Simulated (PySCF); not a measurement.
## A study: C$_{2}$H$_{8}$NOSi, charge +1, SMILES `C=CO[SiH2][NH3+]`

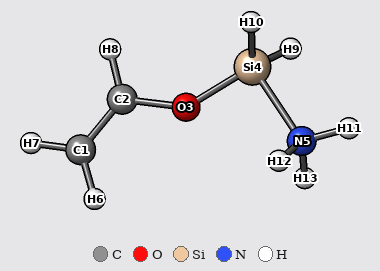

The molecule, with its atoms numbered as below. No frequency check shows the geometry to be a minimum.

Geometry (Å), atoms numbered from 1:

```
C1      -2.6757   -0.5732   -0.0007
C2      -1.7467    0.3588    0.0012
O3      -0.4073    0.0292    0.0002
Si4      1.0346    0.6888   -0.0008
N5       1.9965   -0.9683    0.0008
H6      -2.4336   -1.6215   -0.0034
H7      -3.7151   -0.3053    0.0005
H8      -1.9494    1.4184    0.0037
H9       1.4547    1.2892   -1.2534
H10      1.4546    1.2908    1.2518
H11      3.0062   -0.8280    0.0007
H12      1.7578   -1.5275    0.8221
H13      1.7578   -1.5285   -0.8201
```

Part 1: Excited states

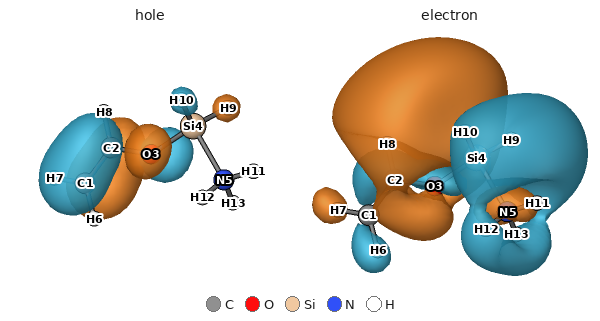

Leading natural transition orbital pair of S₁ (TDHF singlet states); the surfaces enclose about 85 % of each orbital's density.

Level of theory: HF/6-31+G* (PySCF), at a geometry from GFN2-xTB.

**Give its energy, strength and character.**

6.86 eV (181 nm), f = 0.002, charge transfer; the leading pair carries 99 %; hole on C1 (37 %), C2 (30 %) and O3 (18 %), electron on Si4 (50 %), C2 (12 %) and H8 (7 %); their centroids lie 2.5 Å apart. The HOMO–LUMO gap is 10.69 eV.

Part 2: In an electric field

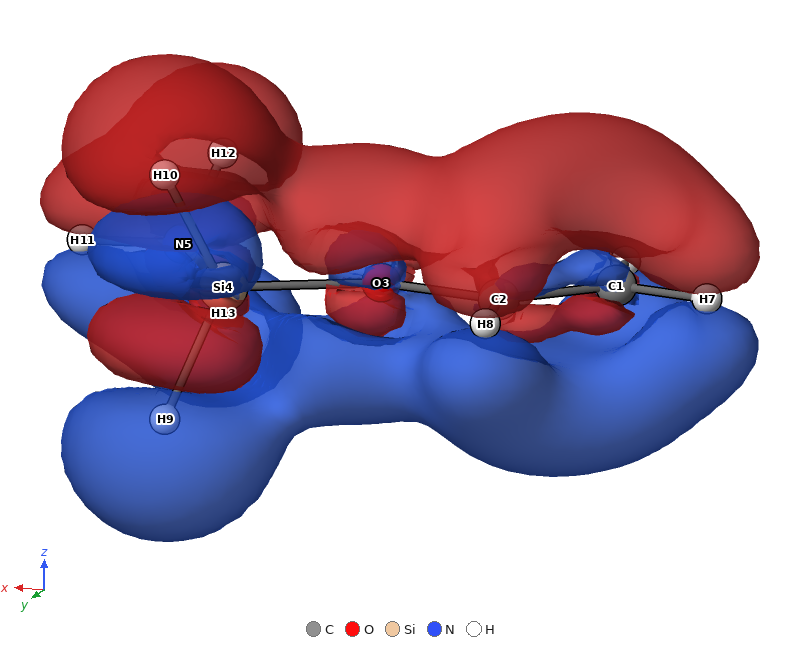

Change of the electron density in a uniform field of 0.41 V/Å, surfaces at ±0.0015 e/Å³ (blue: gain, red: loss).

Method: PBE0/aug-cc-pVDZ; geometry: GFN2-xTB; program: PySCF.

**Along which Cartesian direction does the field point?**

Along +z: electrons gather on the −z side, against the field.

**How large is the response?**

The induced dipole is 0.95 D (along the field); α along this axis, from the fields in both directions, is 47 bohr³ (7.0 Å³).

**Which atoms gain and lose the most charge?**

Electrons gather most on H9 (Hirshfeld charge changes by −0.016 e) and leave H10 most (+0.016 e); 0.102 electrons are displaced in all.

Part 3: Removing or adding an electron

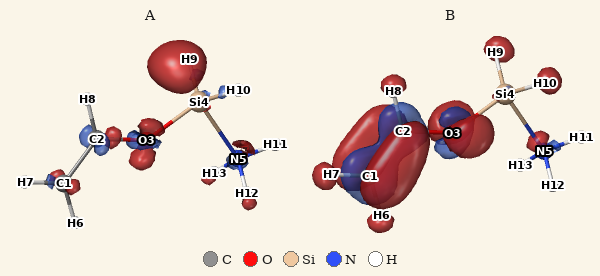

The two Fukui functions at ±0.04 e/Å³ (red positive, blue negative).

PySCF calculation, LDA (SVWN)/cc-pVDZ, gas phase; geometry: GFN2-xTB.

**Which panel is f⁻ (electron removed) and which f⁺ (electron added)?**

A is f⁺, B is f⁻. f⁻ (Hirshfeld-condensed) is largest on C1 (0.24) and C2 (0.17); the vertical ionisation energy is 13.39 eV. f⁺ (Hirshfeld-condensed) is largest on Si4 (0.29); the vertical electron affinity is 3.60 eV (the stability of the neutral species's solution wasn't checked; rough: the basis has no diffuse functions).

**What chemical potential and hardness follow from the two energies?**

μ = −(I + A)/2 = −8.50 eV and η = I − A = 9.80 eV.
